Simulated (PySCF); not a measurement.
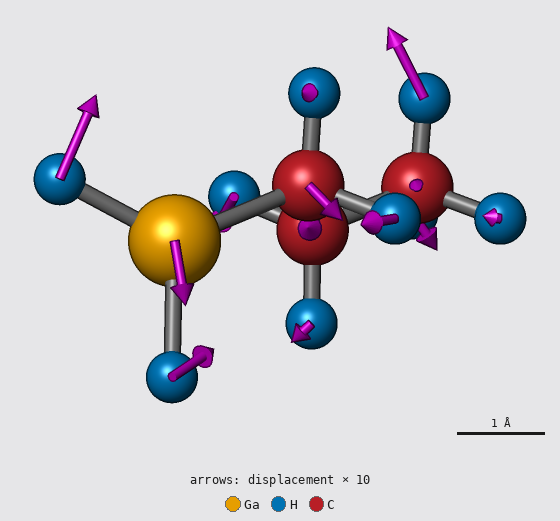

A relaxation of C3H9Ga. The starting structure is drawn; purple arrows show the displacements, magnified 10 times. The two geometries are superimposed by the best rigid fit.

Style: ball-and-stick. Shown from a free direction.

The start comes from GFN2-xTB. Its atoms were then displaced at random by about 0.03 Å.

Method: PySCF, PBE0-D3(BJ)/def2-SVP geometry optimisation, gas phase. 

Atoms of which element are displaced furthest, and by how much?

Hydrogen: up to 0.11 Å, against 0.08 Å for gallium.

What did the optimiser do to the structure, and how much energy did it gain?

The largest move after the best rigid fit is that of an H atom, 0.11 Å. By element the largest moves are H 0.11 Å, Ga 0.08 Å, C 0.06 Å. Some distances before and after: Ga–H 1.707 → 1.578 Å, C–H 1.029 → 1.102 Å, Ga–H 1.516 → 1.577 Å, C–H 1.164 → 1.104 Å. Bond angles that change, for instance: C–C–H 101.4° → 110.0°, H–Ga–H 111.3° → 118.7°, H–Ga–C 127.3° → 121.1°. After 6 geometry steps the energy has fallen by 0.575 eV.
